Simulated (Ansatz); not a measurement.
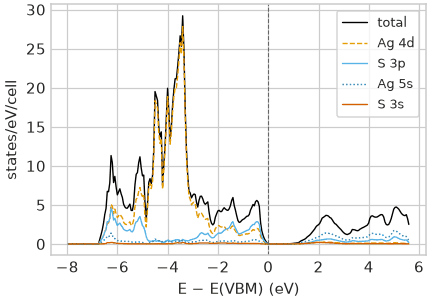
Total and projected density of states of Ag2S in space group Cmcm (No. 63; Ag on 4b, Ag on 4c, S on 4c), plane-wave PAW LDA (Ansatz code)

Q: Which orbitals carry the states next to the gap?

A: Top 1 eV of the valence band: S 3p 51 %, Ag 4d 36 %, Ag 5s 9 %. Bottom 1 eV of the conduction band: Ag 5s 48 %, S 3p 13 %, S 3s 10 %, Ag 4d 8 %, outside the projected shells 21 %. Projections are on Löwdin-orthogonalised atomic valence shells; empty p or d shells of many metals are not among them.

Q: Where is the tallest occupied peak in this window, and what makes it?

A: Near -3.4 eV, about 29 states/eV per cell; the largest projected share is Ag 4d.

The workflow started from a Materials Project entry (that database holds measured and hypothetical structures alike); the Crystallography Open Database copy checked does not list it. COD files the formula under space group No. 4, 14, so this cell is another polymorph or a model. Whether it is the stable phase at ambient conditions was not checked. Symmetry was held in the LDA relaxation; phonons on a q-mesh show no instability. No spin polarisation was allowed. Scalar-relativistic: spin–orbit coupling is off unless named, which matters more the heavier the elements.

Potentials: the later of the program's two PAW sets.
